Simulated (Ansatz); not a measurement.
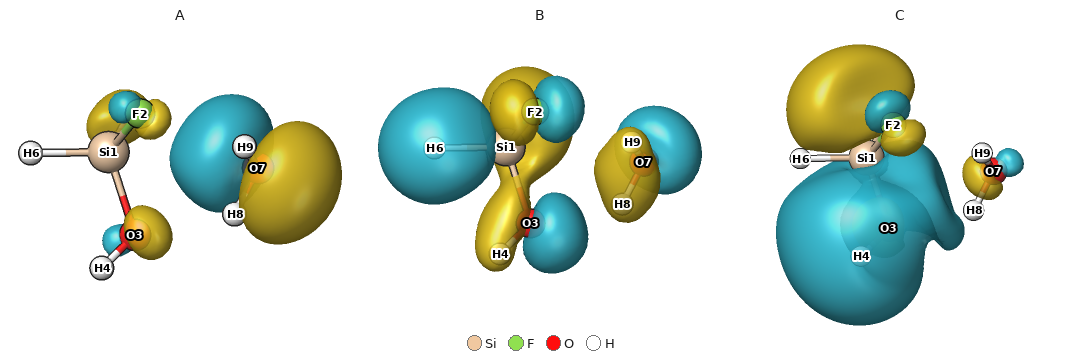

Figure 1: FH$_{3}$OSi···H$_{2}$O. Three frontier orbitals at ±0.08 Å⁻³ᐟ² (yellow and cyan are the two phases), in no order.

Not at a stationary point (largest force 0.7 eV/Å).

Theory: RKS LDA/6-31G* (Ansatz 0.2.0).

The calculation's input:

```
crystal:
  periodic: [false, false, false]
  atoms:
    - { symbol: Si, position_ang: [0.0, 0.0, 0.0] }
    - { symbol: F, position_ang: [0.0, 0.0, 1.94] }
    - { symbol: O, position_ang: [1.5842, 0.0, -0.5594] }
    - { symbol: H, position_ang: [1.9006, -0.9521, -0.6761] }
    - { symbol: H, position_ang: [-0.6877, 1.1914, -0.4862] }
    - { symbol: H, position_ang: [-0.6877, -1.1914, -0.4862] }
    - { symbol: O, position_ang: [1.0384, 1.566, 0.6243] }
    - { symbol: H, position_ang: [1.8153, 1.2522, 1.1883] }
    - { symbol: H, position_ang: [0.6351, 0.9578, 1.6846] }
basis:
  gaussian: { orbitals: "6-31G*" }
hamiltonian:
  xc: lda
relax:
  f_tol: 0.15
  max_steps: 25
  restrain:
    - { distance: [0, 6], at: 2.88, k: 30.0 }
    - { distance: [8, 1], at: 2.12, k: 30.0 }
    - { distance: [0, 1], at: 1.59, k: 30.0 }
    - { distance: [8, 6], at: 1.01, k: 30.0 }
output:
  orbitals: {}
```

Run with:

```sh
ansatz run input.yaml --threads 1 --pin off --max-ram 2048MiB --backend cpu --events-out ev --progress --plain --runs-dir out
```

The fields are those of the run's last geometry, not of the input's.

**Which picture is the HOMO−1, the HOMO and the LUMO?**

B is the HOMO−1 (−7.74 eV). It lies mainly on H6 (about 20 %), Si1 (about 20 %), O7 (about 20 %), O3 (about 15 %), F2 (about 10 %) and H5 (about 10 %). A is the HOMO (−6.32 eV). Its weight (Hirshfeld) is mainly on O7 (about 85 %); largely a lone pair of O7. C is the LUMO (−0.36 eV). By Hirshfeld shares it lies mainly on Si1 (about 40 %), H4 (about 25 %) and O3 (about 20 %).

**What is the HOMO–LUMO gap?**

5.96 eV between the orbital energies.
